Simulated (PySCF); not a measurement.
**[(F)3Hf]2NH (F6HHf2N): what the electrons do**

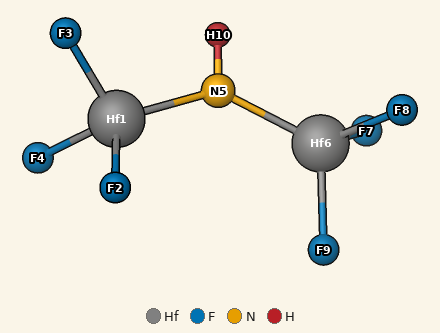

The molecule, with its atoms numbered as below. No frequency check shows the geometry to be a minimum.

Geometry (Å), atoms numbered from 1:

```
Hf1     -1.8560    0.0330   -0.0025
F2      -2.1500   -1.5896    0.8533
F3      -3.0626    1.1658    0.8448
F4      -2.7662   -0.2174   -1.6013
N5       0.0015    0.7978   -0.0356
Hf6      1.8595    0.0347   -0.0053
F7       3.0670    0.8428   -1.1636
F8       2.8320    0.2026    1.5662
F9       2.0524   -1.7695   -0.4056
H10     -0.0113    1.8293   -0.0329
```

### 1. Bonding charge

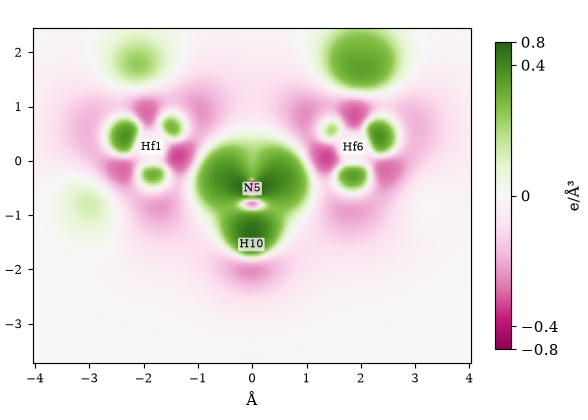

Deformation density (molecule less spherical, spin-averaged free atoms) in the plane of Hf1, N5, Hf6 and H10; colour scale in e/Å³, logarithmic beyond ±0.1; green: gain, pink: loss.

Method: PBE0/def2-SVPD; geometry: GFN2-xTB; program: PySCF. Core potentials replace the inner electrons of Hf; spin–orbit coupling isn't included. This is a single-reference result, which may miss multireference character in this system.

Question: Describe the bonding that the map shows.

Answer: N5–H10: +0.67 e/Å³ at the bond critical point (bond length 1.03 Å). N5–Hf6: +0.11 e/Å³ at the bond critical point (bond length 2.01 Å); up to 0.6 Å beside the axis the gain reaches +0.31 e/Å³. Hf1–N5: +0.11 e/Å³ at the bond critical point (bond length 2.01 Å); up to 0.6 Å beside the axis the gain reaches +0.31 e/Å³. In all, 3.0 electrons gather in the regions of gain relative to the promolecule. A small or negative value marks a very polar bond, one between electron-rich atoms, whose free-atom densities already overlap strongly, a long bond to a heavier atom, or a closed-shell contact such as a hydrogen bond.

### 2. Bond critical points

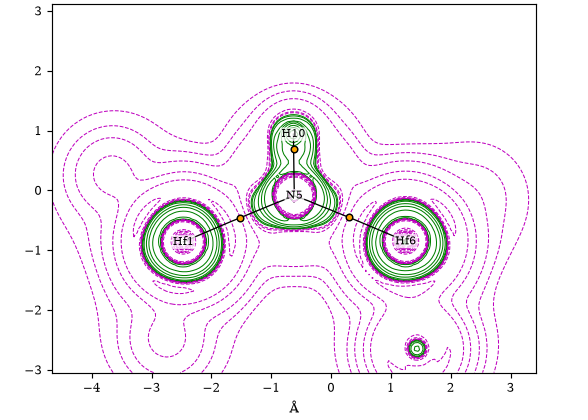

Negative Laplacian of the density (−∇²ρ) in the plane of Hf1, N5, Hf6 and H10 (solid green lines positive, dashed magenta lines negative, contours at ±0.02 to ±8 a.u.), with bond paths and bond critical points (dots).

Question: At which bond critical points in this plane is charge locally concentrated, and at which depleted?

Answer: Concentrated (∇²ρ < 0): N5–H10 (−1.32 a.u.). Depleted (∇²ρ > 0): N5–Hf6 (+0.41 a.u., H = −0.043); Hf1–N5 (+0.41 a.u., H = −0.043). A positive Laplacian with negative H is typical of metal–ligand bonds.

Question: Where along N5–H10 does the critical point lie?

Answer: 0.78 Å from N5 and 0.25 Å from H10.

### 3. Local ionisation energy

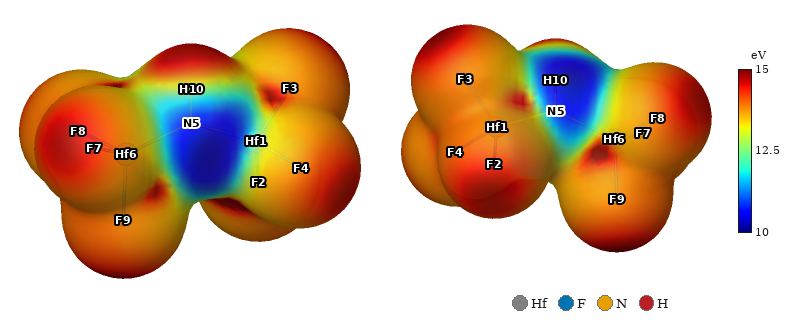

Average local ionisation energy on the surface of electron density 0.001 a.u. (back view left, front view right).

Question: Locate the minima of the map.

Answer: The lowest value is 10.3 eV, over N5, off the plane of its three bonds (2.1 Å). Further minima include 13.7 eV, 1.7 Å from F4, and at like points elsewhere. For comparison, the highest occupied orbital lies at −9.3 eV.

### 4. Localised orbitals

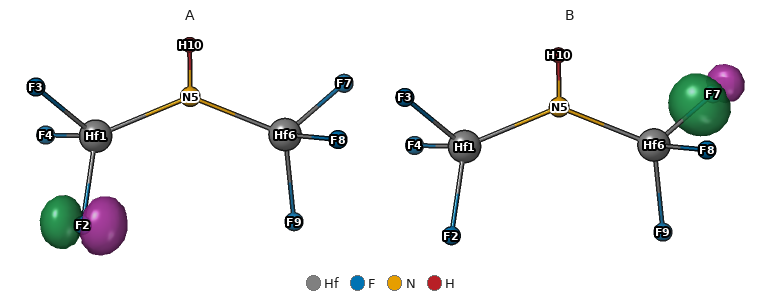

Pipek–Mezey orbitals, occupied; each surface holds about 70 % of the orbital's density. Energies are diagonal elements of the Fock matrix.

Method: B3LYP/def2-SVPD; geometry: GFN2-xTB; program: PySCF. Core potentials replace the inner electrons of Hf; spin–orbit coupling isn't included. This is a single-reference result, which may miss multireference character in this system.

Question: What does each orbital represent in a Lewis picture?

Answer: By panel:
- A: lone pair on F2 (p-type) (F2 97 %, Hf1 3 %; −12.6 eV)
- B: σ bond F7–Hf6 (F7 78 %, Hf6 22 %; −16.4 eV)
